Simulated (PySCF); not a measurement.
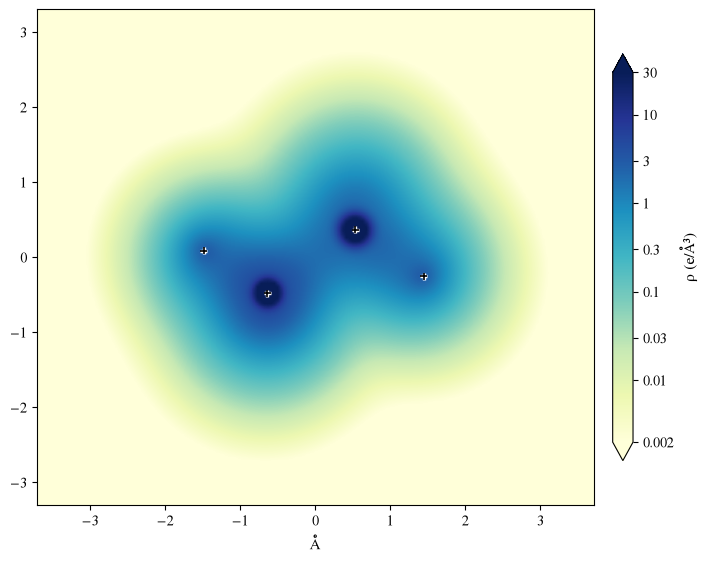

The total electron density on a plane through atoms (crosses mark nuclei in the plane).

Theory: DFT single point, gas phase, functional M06-2X in PySCF.

Candidates:
A. CH$_{2}$F$_{2}$ (SMILES FCF)
B. CH$_{5}$N (SMILES CN)
C. H$_{6}$Si$_{2}$ (SMILES [SiH3][SiH3])

> Which system is this?

Candidate B: CH$_{5}$N on the plane of atoms C1, N2 and H6, which holds C, N and H. C–N (1.45 Å): ρ at the midpoint is about 1.9 e/Å³. N–H (1.02 Å): ρ is about 2.8 e/Å³ halfway.
